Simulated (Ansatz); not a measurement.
## Nudged elastic band, with input and output: C$_{2}$H$_{4}$AlNO

System: C$_{2}$H$_{4}$AlNO.
Method: RKS PBE0-D4/6-31G (Ansatz 0.2.0).

It belongs to a series of runs on one base structure; here: band between the two ends. Figures and captions count atoms from 1; the log counts them from 0 in places.

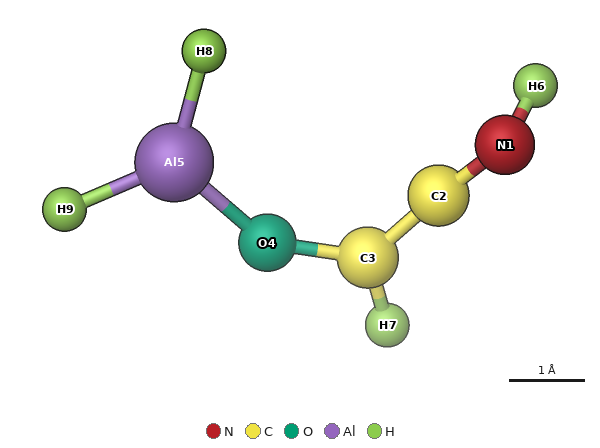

The input geometry (ball-and-stick view, seen at a tilt; atoms are numbered from 1 in the order of the input). Sticks mark near contacts. Bond lengths as drawn: Al–H 1.59 to 1.60 Å, Al–O 1.73 Å, C–C 1.32 Å, C–H 1.08 Å, C–N 1.24 Å, C–O 1.37 Å and H–N 1.03 Å.

The input:
```yaml
crystal:
  periodic: [false, false, false]
  atoms:
    - { symbol: "N", position_ang: [0.469084, 2.173717, -1.111444] }
    - { symbol: C, position_ang: [0.714857, 0.983188, -0.873126] }
    - { symbol: C, position_ang: [1.081523, -0.221878, -0.469934] }
    - { symbol: O, position_ang: [0.375353, -0.991904, 0.413563] }
    - { symbol: Al, position_ang: [-1.076693, -1.175269, 1.340582] }
    - { symbol: H, position_ang: [-0.117738, 2.416909, -1.91725] }
    - { symbol: H, position_ang: [1.990012, -0.672294, -0.850214] }
    - { symbol: H, position_ang: [-2.26465, -0.116354, 1.141849] }
    - { symbol: H, position_ang: [-1.083247, -2.442315, 2.308974] }
basis:
  gaussian: { orbitals: "6-31G" }
hamiltonian:
  xc: pbe0
  dispersion: d4
neb:
  order_check: false
  images: 5
  f_tol: 0.05
  max_iterations: 60
  initial_path: idpp
  final_atoms:
    - { symbol: "N", position_ang: [0.92600871, 2.42676659, -1.33399968] }
    - { symbol: C, position_ang: [0.69392242, 1.26723584, -0.97340788] }
    - { symbol: C, position_ang: [0.57532719, 0.04265107, -0.48960458] }
    - { symbol: O, position_ang: [-0.36106764, -0.27766115, 0.45314727] }
    - { symbol: Al, position_ang: [-0.96289577, -1.51991987, 1.49397627] }
    - { symbol: H, position_ang: [0.44434729, 2.81149011, -2.15341804] }
    - { symbol: H, position_ang: [1.22694372, -0.74445808, -0.85870644] }
    - { symbol: H, position_ang: [-0.25894367, -2.96083148, 1.43467052] }
    - { symbol: H, position_ang: [-2.19514125, -1.09147303, 2.41034256] }
```

Run on 1 thread of Arm Neoverse V1, 24 GiB of memory available, shared host.

Launched with:
```bash
ansatz run input.yaml --threads 1 --pin off --max-ram 2048MiB --backend cpu --events-out ev --progress --plain --runs-dir out
```

The program's output:
```
Engine: ansatz 0.2.0, aarch64-unknown-linux-gnu
Functional definition: PBE0
  parameter a = 0.25
  parameter kappa = 0.804
  parameter beta = 0.06672455060314922
  exchange = (1 - a)*pbe_x(kappa = kappa, mu = beta*pi^2/3) + a*exact_x
  correlation = pbe_c(beta = beta)
797 factors; integrals over basis functions are off by at most 1.7e-4 eV
mean field evaluation 1: about -12253.9169 eV, gradient 5.1e1 eV
mean field evaluation 2: about -12239.6603 eV, gradient 9.6e1 eV
mean field evaluation 4: about -12259.1703 eV, gradient 6.3e0 eV
mean field evaluation 8: about -12259.2564 eV, gradient 2.9e-1 eV
mean field evaluation 16: about -12259.2567 eV, gradient 1.9e-5 eV
mean field -12259.25665737 eV, -450.5193725356 hartree, gradient 1.9e-5 eV, S^2 0.000000; 0 other end points of the search recorded, 0 dependent functions left out
the calculation of the forces begins
reference -12259.25668963 eV, -450.5193737213 hartree; 22, 22 occupied and 35, 35 virtual orbitals, 797 factors
797 factors; integrals over basis functions are off by at most 1.7e-4 eV
mean field evaluation 32: about -12259.2615 eV, gradient 3.1e-5 eV
mean field -12259.26153382 eV, -450.5195517419 hartree, gradient 3.1e-5 eV, S^2 0.000000; 0 other end points of the search recorded, 0 dependent functions left out
[... from here on the field's lines of each further geometry are left out, up to the last ...]
NEB iter   1: max|band force component| = 3.285e-1 eV/Å  barrier→ = 0.1217 eV  barrier← = 0.1200 eV  CI = image 3  Δτ_max = 0.1969 Å  (187 SCF iters)
NEB iter   2: max|band force component| = 9.976e-1 eV/Å  barrier→ = 0.2043 eV  barrier← = 0.2026 eV  CI = image 4  Δτ_max = 0.0993 Å  (155 SCF iters)
NEB iter   3: max|band force component| = 3.082e-1 eV/Å  barrier→ = 0.1006 eV  barrier← = 0.0988 eV  CI = image 3  Δτ_max = 0.0403 Å  (155 SCF iters)
NEB iter   4: max|band force component| = 2.225e-1 eV/Å  barrier→ = 0.0966 eV  barrier← = 0.0949 eV  CI = image 3  Δτ_max = 0.0294 Å  (156 SCF iters)
NEB iter   5: max|band force component| = 1.991e-1 eV/Å  barrier→ = 0.0944 eV  barrier← = 0.0927 eV  CI = image 3  Δτ_max = 0.0275 Å  (129 SCF iters)
NEB iter   6: max|band force component| = 1.584e-1 eV/Å  barrier→ = 0.0936 eV  barrier← = 0.0919 eV  CI = image 3  Δτ_max = 0.0144 Å  (155 SCF iters)
NEB iter   7: max|band force component| = 1.053e-1 eV/Å  barrier→ = 0.0930 eV  barrier← = 0.0912 eV  CI = image 3  Δτ_max = 0.0177 Å  (132 SCF iters)
NEB iter   8: max|band force component| = 6.233e-2 eV/Å  barrier→ = 0.0926 eV  barrier← = 0.0908 eV  CI = image 3  Δτ_max = 0.0178 Å  (152 SCF iters)
the calculation of the forces begins
reference -12259.24077503 eV, -450.5187888704 hartree; 22, 22 occupied and 35, 35 virtual orbitals, 797 factors
797 factors; integrals over basis functions are off by at most 2.0e-4 eV
mean field -12259.16931582 eV, -450.5161627932 hartree, gradient 1.1e-5 eV, S^2 0.000000; 1 other end points of the search recorded, 0 dependent functions left out
the calculation of the forces begins
reference -12259.16934898 eV, -450.5161640115 hartree; 22, 22 occupied and 35, 35 virtual orbitals, 797 factors
NEB iter   9: max|band force component| = 3.422e-2 eV/Å  barrier→ = 0.0924 eV  barrier← = 0.0907 eV  CI = image 3  Δτ_max = 0.0000 Å  (274 SCF iters)
```

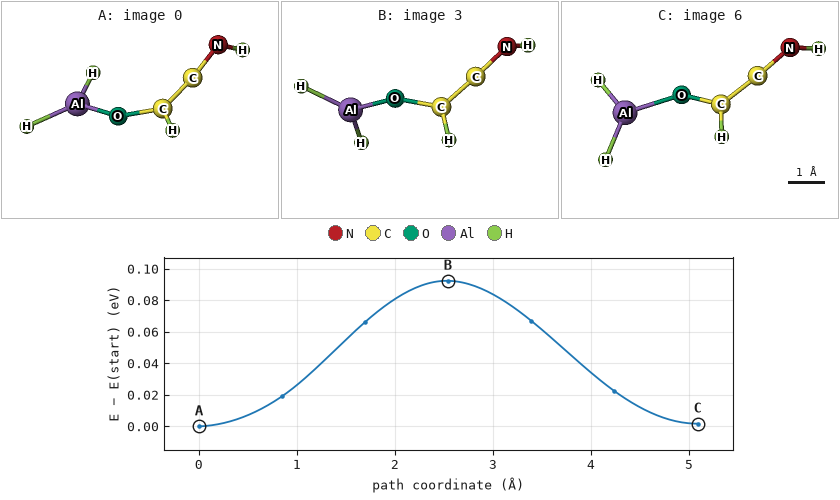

Images of the last band (counted from 0; ball-and-stick, seen at a tilt) above the energy along the path; the line is a cubic interpolation that uses the forces. The highest image is number 3, 0.092 eV above the start and 0.091 eV above the end (the climbing image); the end lies 0.002 eV above the start. The path is 5.09 Å long. The band converged in 9 iterations.

```
Total energy: -12259.30270088 eV, -450.5210646037 hartree
Atom 0 at     1.420634     2.362534    -0.400647 Å, force     0.008284     0.005516     0.001045 eV/Å
Atom 1 at     1.021580     1.196801    -0.533314 Å, force     0.010561     0.001244     0.009911 eV/Å
Atom 2 at     0.751570    -0.091917    -0.630808 Å, force    -0.015833    -0.024903     0.007034 eV/Å
Atom 3 at     0.167753    -0.818568     0.379153 Å, force    -0.009075     0.014277    -0.005804 eV/Å
Atom 4 at    -1.301362    -1.526315     0.959200 Å, force     0.010807    -0.005606    -0.002610 eV/Å
Atom 5 at     0.812388     3.136824    -0.690311 Å, force    -0.008301    -0.003511    -0.005156 eV/Å
Atom 6 at     1.021356    -0.634458    -1.530774 Å, force     0.005873     0.009122    -0.007278 eV/Å
Atom 7 at    -2.645822    -1.340365     0.101973 Å, force    -0.001426     0.002184     0.001275 eV/Å
Atom 8 at    -1.159596    -2.330735     2.328529 Å, force    -0.000889     0.001678     0.001584 eV/Å
Dipole moment:    -0.523465    -0.038333    -0.255073 e Å
this run last wrote the band of iteration 9 to [file]
```

The last band as extended XYZ (Å, eV, eV/Å):
```
9
Properties=species:S:1:pos:R:3:forces:R:3 image=0 energy=-12259.39510
N     0.4691    2.1737   -1.1114    0.0022  -0.0061   0.0097
C     0.7149    0.9832   -0.8731    0.0003   0.0033  -0.0060
C     1.0815   -0.2219   -0.4699   -0.0029  -0.0071   0.0043
O     0.3754   -0.9919    0.4136   -0.0108   0.0016   0.0039
Al   -1.0767   -1.1753    1.3406    0.0011   0.0007   0.0041
H    -0.1177    2.4169   -1.9172   -0.0010  -0.0007  -0.0052
H     1.9900   -0.6723   -0.8502    0.0081   0.0081  -0.0072
H    -2.2647   -0.1164    1.1418    0.0029   0.0007  -0.0017
H    -1.0832   -2.4423    2.3090    0.0000  -0.0006  -0.0019
9
Properties=species:S:1:pos:R:3:forces:R:3 image=1 energy=-12259.37608
N     0.7521    2.2938   -0.7986    0.0178   0.0316   0.0273
C     0.8002    1.0567   -0.7502   -0.0314  -0.0285  -0.0282
C     1.0041   -0.2356   -0.5579    0.0189   0.0137   0.0332
O     0.3272   -0.9979    0.3553   -0.0211  -0.0107  -0.0166
Al   -1.1534   -1.2889    1.2040    0.0285   0.0009  -0.0070
H     0.1151    2.7520   -1.4593   -0.0207  -0.0221  -0.0149
H     1.7624   -0.7565   -1.1301    0.0104  -0.0046   0.0064
H    -2.4713   -0.4935    0.7542    0.0050   0.0287   0.0096
H    -1.0480   -2.3763    2.3656   -0.0075  -0.0090  -0.0099
9
Properties=species:S:1:pos:R:3:forces:R:3 image=2 energy=-12259.32903
N     1.0948    2.3582   -0.5632    0.0193   0.0162   0.0170
C     0.9115    1.1340   -0.6332   -0.0326  -0.0048  -0.0057
C     0.8931   -0.1867   -0.6074    0.0142  -0.0358   0.0325
O     0.2552   -0.9295    0.3532   -0.0155   0.0060  -0.0351
Al   -1.2415   -1.4082    1.0744    0.0183   0.0017   0.0063
H     0.4539    2.9933   -1.0517   -0.0268  -0.0167  -0.0145
H     1.4318   -0.7515   -1.3597    0.0281   0.0073  -0.0021
H    -2.6162   -0.9180    0.4084   -0.0019   0.0348   0.0111
H    -1.0942   -2.3377    2.3621   -0.0031  -0.0086  -0.0094
9
Properties=species:S:1:pos:R:3:forces:R:3 image=3 energy=-12259.30267
N     1.4206    2.3625   -0.4006    0.0083   0.0055   0.0010
C     1.0216    1.1968   -0.5333    0.0106   0.0012   0.0099
C     0.7516   -0.0919   -0.6308   -0.0158  -0.0249   0.0070
O     0.1678   -0.8186    0.3792   -0.0091   0.0143  -0.0058
Al   -1.3014   -1.5263    0.9592    0.0108  -0.0056  -0.0026
H     0.8124    3.1368   -0.6903   -0.0083  -0.0035  -0.0052
H     1.0214   -0.6345   -1.5308    0.0059   0.0091  -0.0073
H    -2.6458   -1.3404    0.1020   -0.0014   0.0022   0.0013
H    -1.1596   -2.3307    2.3285   -0.0009   0.0017   0.0016
9
Properties=species:S:1:pos:R:3:forces:R:3 image=4 energy=-12259.32792
N     1.7022    2.3063   -0.2995    0.0237   0.0023  -0.0028
C     1.1003    1.2376   -0.4646    0.0158  -0.0004   0.0114
C     0.5825    0.0358   -0.6419   -0.0298  -0.0135  -0.0066
O     0.0334   -0.6908    0.3843   -0.0021   0.0198   0.0089
Al   -1.3319   -1.6384    0.8668    0.0015  -0.0060  -0.0006
H     1.1922    3.1915   -0.3948    0.0024   0.0006   0.0014
H     0.5918   -0.4125   -1.6306   -0.0164   0.0167  -0.0076
H    -2.5776   -1.7551   -0.1385    0.0073  -0.0301  -0.0127
H    -1.2043   -2.3206    2.3018   -0.0024   0.0107   0.0087
9
Properties=species:S:1:pos:R:3:forces:R:3 image=5 energy=-12259.37261
N     1.9208    2.1909   -0.2504    0.0352   0.0101  -0.0059
C     1.1296    1.2585   -0.4314   -0.0173  -0.0114   0.0176
C     0.3926    0.1850   -0.6566    0.0074  -0.0243  -0.0263
O    -0.1210   -0.5742    0.3582   -0.0096   0.0205   0.0284
Al   -1.3285   -1.7286    0.8019   -0.0036  -0.0055  -0.0148
H     1.5649    3.1478   -0.1537    0.0033   0.0020   0.0015
H     0.1813   -0.1140   -1.6793   -0.0259   0.0238  -0.0013
H    -2.4089   -2.1501   -0.3074    0.0120  -0.0267  -0.0067
H    -1.2423   -2.2614    2.3017   -0.0015   0.0116   0.0074
9
Properties=species:S:1:pos:R:3:forces:R:3 image=6 energy=-12259.39335
N     0.5279    2.7052   -0.9577    0.0014  -0.0033   0.0015
C     0.4454    1.4826   -0.7942    0.0006   0.0032  -0.0001
C     0.4972    0.1870   -0.5362   -0.0008   0.0003  -0.0004
O    -0.2711   -0.3907    0.4355   -0.0009  -0.0020   0.0014
Al   -0.6185   -1.8522    1.2911   -0.0001   0.0012   0.0001
H    -0.0920    3.1726   -1.6277   -0.0011   0.0001  -0.0015
H     1.1558   -0.4495   -1.1206    0.0007   0.0009  -0.0006
H     0.1889   -3.1770    0.8809    0.0001  -0.0005  -0.0003
H    -1.7452   -1.7241    2.4118    0.0002   0.0000   0.0000
```

Summary:

| quantity | value |
| --- | --- |
| outcome | converged |
| barrier, forward | 0.092 eV |
| barrier, backward | 0.091 eV |
| wall time | 2.3 min |
| peak memory | 0.13 GiB |

Notes:

The order of the saddle point was not checked.
